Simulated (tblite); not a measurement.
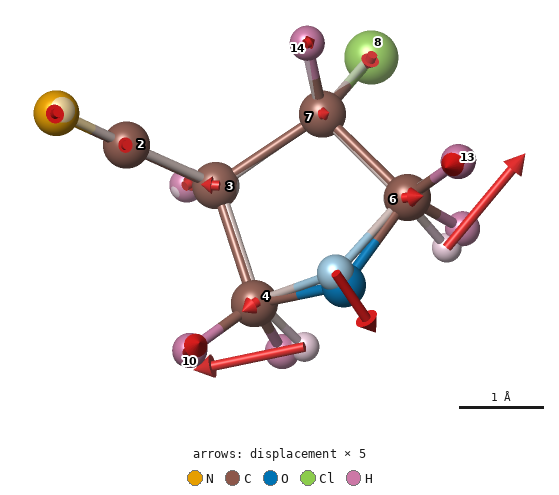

This is a relaxation of C5H6ClNO. The starting structure is drawn faded, the final one solid; red arrows show the displacements, magnified 5 times. The two geometries are superimposed by the best rigid fit.

Style: ball-and-stick. Shown at a tilt.

Computed with GFN2-xTB geometry optimisation, gas phase in tblite. 

Which element moves most?

Answer. Hydrogen: up to 0.29 Å, against 0.20 Å for oxygen.

Describe the change and its energy.

Answer. Over 26 geometry steps the energy falls by 7.26 kcal/mol. The largest move after the best rigid fit is that of an H atom, 0.29 Å. Largest moves by element: H 0.29 Å, O 0.20 Å, C 0.05 Å, N 0.05 Å, Cl 0.05 Å. Some distances before and after: C–C 1.488 → 1.545 Å, C–C 1.483 → 1.443 Å, C–C 1.515 → 1.549 Å, C–H 1.118 → 1.100 Å. Among the angles between lasting bonds that change: C–O–C 100.9° → 106.5°, C–C–O 100.2° → 105.4°, O–C–H 105.9° → 110.7°. The run took 0.17 s on 1 thread of Arm Neoverse V1 (shared host).
